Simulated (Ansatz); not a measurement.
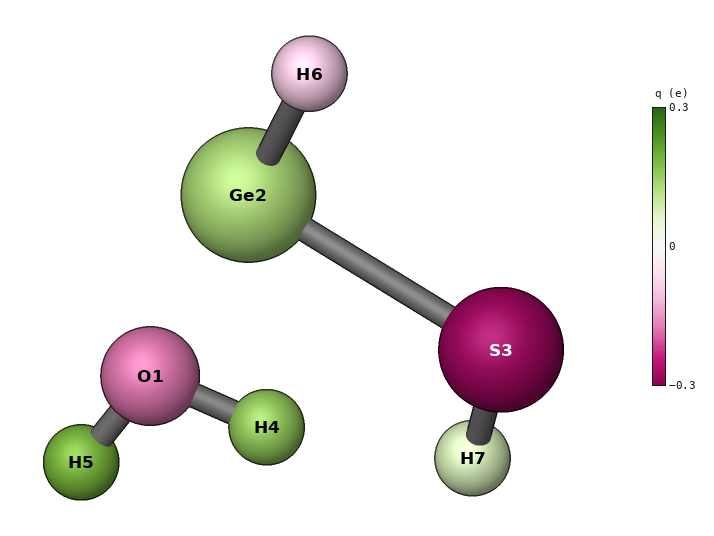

Atoms are coloured by their Mulliken charges. Computed geometry: PBE-D4/def2-SVP optimisation. No frequency run is at hand to confirm it as a minimum. Properties computed with RKS PBE-D4/def2-SVP (Ansatz 0.2.0).

List the Mulliken charges.

```tsv
atom	value (e)
O1	−0.18
Ge2	0.13
S3	−0.28
H4	0.16
H5	0.18
H6	−0.09
H7	0.08
```

Mulliken values depend strongly on the basis set and can even reverse the polarity of a bond.
